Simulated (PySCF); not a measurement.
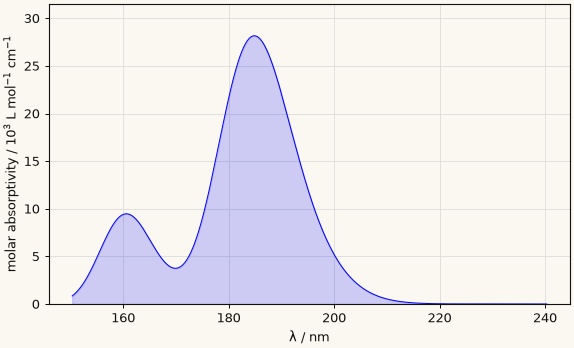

Computed absorption of C₃H₁₁AsSi, SMILES CCC[SiH2][AsH2]. Vertical TDDFT excitations, ωB97X-D/def2-SVPD (IEF-PCM dichloromethane), PySCF 2.14.0, at a PBE0-D3(BJ)/def2-SVP geometry (no frequency check). Only the first 6 singlet excitations are included; each is broadened by a Gaussian of 1/e half-width 0.33 eV.

**Where is the maximum of the broadened curve, and how high is it?**

At about 6.7 eV (185 nm), with ε near 28000 L mol⁻¹ cm⁻¹.

**Where is the lowest singlet, and is it bright?**

S1 lies at 6.36 eV (195 nm) with f = 0.049, mainly HOMO → LUMO+2 (64 %); it is weak.

**Does any vertical transition fall in the visible?**

No singlet lies below 3.1 eV (beyond 400 nm), so at this level no vertical transition falls in the visible.

Note: one conformer of a flexible molecule; core orbitals are frozen in the response.
